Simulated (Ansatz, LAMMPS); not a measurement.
# Squeezing and shearing glassy 44SiO2-56MgO (mol %) (83 atoms): runs compared

How stiff is glassy 44SiO2-56MgO (mol %) (83 atoms), and how do its levels respond to strain?

Computed with Ansatz 0.2.0: Kohn-Sham DFT, RPBE, PAW (set soft_2), plane waves.

**1. The cell as built**

The cell holds 83 atoms: 15 Si, 19 Mg and 49 O. Cell: a = 10.007 Å, b = 10.007 Å, c = 10.007 Å, α = 90.0°, β = 90.0°, γ = 90.0°. 83 atoms (15 Si, 19 Mg, 49 O) placed at random at 2.56 g/cm³, melted at 4000 K for 10 ps at fixed volume with the Morse and Coulomb pair potential with partial charges (Pedone, Malavasi, Menziani, Cormack and Segre, J. Phys. Chem. B 110, 11780 (2006)). Quenched from 4000 K to 300 K at 30 K/ps and fixed volume, held 10 ps at zero pressure.

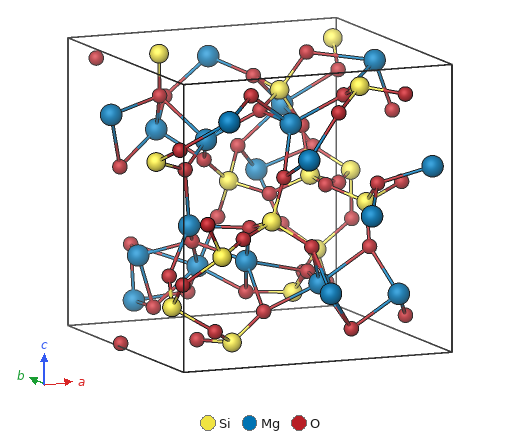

The cell as built. Bonds to atoms that aren't drawn are left out. Some periodic images of atoms are drawn too.

What the set-up can't give: The quench rate of 30 K/ps is many orders above laboratory rates, so the cell is likely richer in defects and strain than a real sample. The starting topology of bonds comes from the classical model, and needn't be the one that DFT or experiment would give. The Brillouin zone is sampled at Γ only.

**2. The reference run**

The reference is a single point at the end of the relaxation.

Every strained cell starts from the geometry of this run, and its atoms are relaxed with the cell held.

Its input, with most atom lines left out:

```yaml
crystal:
  lattice:
    - [10.22176, -0.03583, -0.19501]
    - [-0.03583, 10.14317, -0.00701]
    - [-0.19501, -0.00701, 10.05592]
  atoms:
    - { symbol: Si, position: [0.8472, 0.84434, 0.23117] }
    - { symbol: Si, position: [0.62083, 0.60896, 0.83962] }
    - { symbol: Si, position: [0.33451, 0.3341, 0.02653] }
    - { symbol: Si, position: [0.94767, 0.94614, 0.94786] }
    - { symbol: Si, position: [0.70332, 0.13531, 0.93146] }
    - { symbol: Si, position: [0.49908, 0.78659, 0.51117] }
    - { symbol: Si, position: [0.93186, 0.78162, 0.51403] }
    [... atom lines 8 to 83 left out ...]
kpoints:
  mp_grid: { grid: [1, 1, 1] }
hamiltonian:
  xc: rpbe
scf:
  occupations: { method: fixed }
output:
  forces: true
  stress: true
  populations: true
  dos:
    method: { smearing: { sigma: 0.08 } }
    de: 0.1
    projected: { site_lists: { Mg: [Mg], O: [O], Si: [Si] } }
  eigenvalues: true
  write_density: true
  write_potential: true
  volumetric_format: npy
```

- free energy per atom: -893.7312 eV/atom
- r.m.s. force component: 0.00507 eV/Å
- pressure: 0.03288 GPa

Filled and empty levels are parted by 3.26 eV (at Γ alone); a semilocal functional tends to put such gaps too low. In a disordered cell it changes from sample to sample, and tail or defect levels can set it.

**3. The runs**

Each row is one run, on 4 threads of Arm Neoverse V2, shared host. The free energy is the program's total, comparable only between runs with the same functional, potentials and atoms.

| run | atoms | outcome | ionic steps, all passes | free energy (eV) | time | host memory (GiB) |
| --- | --- | --- | --- | --- | --- | --- |
| Single point at the start | 83 | converged | - | -74171.601 | 7.4 s | 1.2 |
| Cell and atoms relaxed | 83 | converged | 9 | -74179.687 | 63 s | 1.2 |
| Single point at the relaxed geometry | 83 | converged | - | -74179.687 | 14 s | 1.3 |
| Volume -3 % | 83 | converged | 7 | -74179.463 | 60 s | 1.3 |
| Volume +3 % | 83 | converged | 6 | -74179.513 | 57 s | 1.4 |
| Volume -6 % | 83 | converged | 6 | -74178.700 | 52 s | 1.3 |
| Volume +6 % | 83 | converged | 6 | -74179.016 | 58 s | 1.4 |
| Volume -10 % | 83 | converged | 7 | -74176.732 | 62 s | 1.2 |
| Stretched by 1 % along x | 83 | converged | 4 | -74179.655 | 38 s | 1.3 |
| Compressed by 1 % along x | 83 | converged | 4 | -74179.646 | 36 s | 1.3 |
| Sheared by 2 % in xy | 83 | converged | 5 | -74179.639 | 46 s | 1.3 |

In some runs the program notes that the SCF threshold is loose for the stress.

**4. Pressure against volume**

Atoms are relaxed at each volume, in the scaled cell.

| volume change (%) | volume (Å³/atom) | energy change (meV/atom) | pressure (GPa) | largest move on relaxing (Å) | bonds | gap (eV) |
| --- | --- | --- | --- | --- | --- | --- |
| -10 | 11.301 | 35.61 | 9.92 | 0.36 | 150 | 3.65 |
| -6 | 11.803 | 11.89 | 5.38 | 0.21 | 149 | 3.49 |
| -3 | 12.180 | 2.71 | 2.48 | 0.12 | 147 | 3.38 |
| +0 | 12.557 | 0.00 | 0.03 | - | 144 | 3.26 |
| +3 | 12.933 | 2.10 | -1.83 | 0.21 | 144 | 3.16 |
| +6 | 13.310 | 8.09 | -3.36 | 0.44 | 142 | 3.09 |

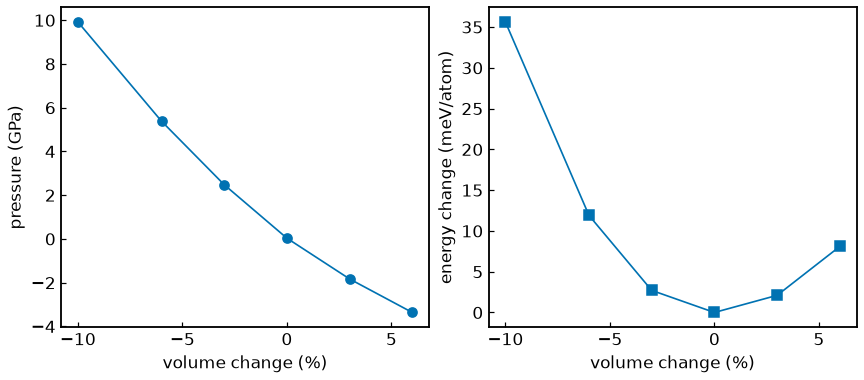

Pressure and energy against volume.

**5. Uniaxial strain and shear**

Stress (GPa, compression positive) less that of the relaxed cell, atoms relaxed:

| strain | xx | yy | zz | xy | energy change (meV/atom) |
| --- | --- | --- | --- | --- | --- |
| stretched by 1 % along x | -1.061 | -0.371 | -0.389 | 0.108 | 0.38 |
| compressed by 1 % along x | 1.299 | 0.519 | 0.520 | -0.051 | 0.50 |
| sheared by 2 % in xy | 0.206 | 0.238 | 0.046 | -0.796 | 0.58 |

**6. Outcome**

The bulk modulus, from the slope of pressure against ln V over the three points nearest the relaxed volume, is 71.8 GPa; a quadratic over all points gives a pressure derivative of about 5.8. The count of bonds runs from 142 to 150 over the series, so at some points contacts cross the cutoffs. The gap goes from 3.65 eV at the smallest volume to 3.09 eV at the largest, -3.5 eV per unit of ln V by a straight line, on the run's k-points. In the Cartesian axes of the cell, finite differences give C11 = 118, C12 = 44.5, C13 = 45.5 and C66 = 39.8 GPa (the shear of 2 % is the engineering strain, εxy = 0.01). The mean of C11, C12 and C13, which equals the bulk modulus in a cubic or isotropic solid, is 69.3 GPa: it agrees with the bulk modulus within 10 %. For an isotropic solid C66 would equal (C11 − C12)/2 = 36.8 GPa; so small a sample needn't be isotropic, and C66 rests on one shear. With the bulk modulus and C66 as K and G, Young's modulus would be about 101 GPa and Poisson's ratio 0.27.

Caveats: Strains are finite and relaxations stop at the force tolerance of the input, which can leave moduli too stiff; they are those of a static cell at zero temperature. Volumes are changed with the cell's shape held, so in an anisotropic solid the modulus lies over the one under free hydrostatic load. The program notes that the SCF threshold of the relaxations is loose for the stress.

The DFT runs together took 8.2 min of wall time.

[Logs are printed without paths, hosts, clocks, repeated set-up lines and the standing remarks that a program may print on its own settings, such as how far it seeks lower states.]

[Hosts, paths, dates, database ids (printed as entryN), source tags and the programs' standing remarks are cut or masked in the printed files.]
